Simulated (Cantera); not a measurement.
A closed system holds: 1 mol H2O, 0.23 mol H2, 0.87 mol O2, held at 7.50 bar.

Method: chemical equilibrium by Gibbs-energy minimisation in Cantera with the NASA 1993 tables (ideal gas, pure condensed phases). Candidate condensed phases: H2O; 9 gas species. Equilibrium is a limit: real reactors are often held back by kinetics, nucleation or transport.

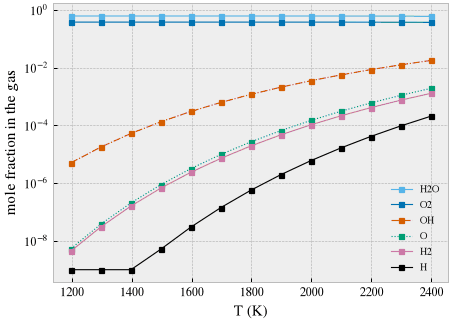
Figure. Equilibrium gas composition (values under 1e-9 drawn at 1e-9)

From 1198 K to 2398 K nothing is condensed.
